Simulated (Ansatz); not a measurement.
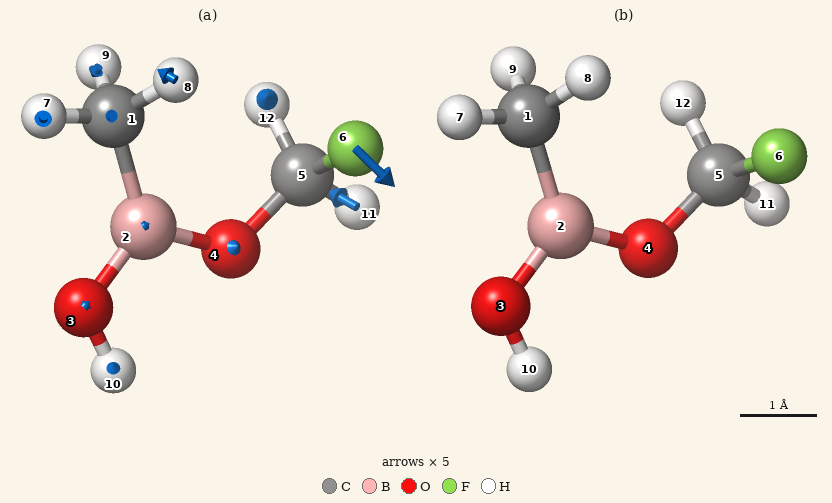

The structure of C$_{2}$H$_{6}$BFO$_{2}$ before (left) and after (right) a relaxation, at one scale. The blue arrows give the displacements, magnified 5 times.

Style: ball-and-stick. Shown from a free direction.

The start comes from PBE-D4/def2-SVP.

All numbers below come from Ansatz, RKS PBE0-D4/def2-TZVP.

Input
```yaml
crystal:
  periodic: [false, false, false]
  atoms:
    - {symbol: C, position_ang: [-0.664669, -1.193226, -0.561156]}
    - {symbol: B, position_ang: [-0.496502, -0.254519, 0.692220]}
    - {symbol: O, position_ang: [-1.263850, -0.435605, 1.806670]}
    - {symbol: O, position_ang: [0.427676, 0.791440, 0.755038]}
    - {symbol: C, position_ang: [1.185415, 1.154791, -0.347560]}
    - {symbol: F, position_ang: [0.398161, 1.779389, -1.296956]}
    - {symbol: H, position_ang: [-1.494996, -1.911544, -0.428351]}
    - {symbol: H, position_ang: [-0.850254, -0.592944, -1.475311]}
    - {symbol: H, position_ang: [0.263136, -1.774833, -0.752556]}
    - {symbol: H, position_ang: [-1.048752, 0.232834, 2.485469]}
    - {symbol: H, position_ang: [1.959892, 1.877209, -0.008852]}
    - {symbol: H, position_ang: [1.661643, 0.271809, -0.834655]}
basis:
  gaussian: {orbitals: def2-TZVP}
hamiltonian: {xc: pbe0, dispersion: d4}
relax: {f_tol: 0.005, max_steps: 150}
```

Command:
```bash
ansatz run in.yaml --threads 4 --pin off --events-out ev --progress --plain --max-ram 10444MiB
```

Question: Summarise the run.

Answer: The energy falls by 1.14 kcal/mol in 11 accepted moves (12 points after the start). Largest force component: 0.56 eV/Å at the start, 0.0032 eV/Å at the end. The line search rejected the trial step at point 11 of the run. The forces were under the threshold at step 10, but the run went on from there. F6 moves most after the best rigid fit: 0.15 Å. By element the largest moves are F 0.15 Å, H 0.14 Å, O 0.04 Å, C 0.03 Å, B 0.02 Å. Some distances before and after: C5–H12 1.115 → 1.095 Å, C1–H9 1.112 → 1.095 Å, C1–H7 1.106 → 1.090 Å, O3–H10 0.977 → 0.962 Å.
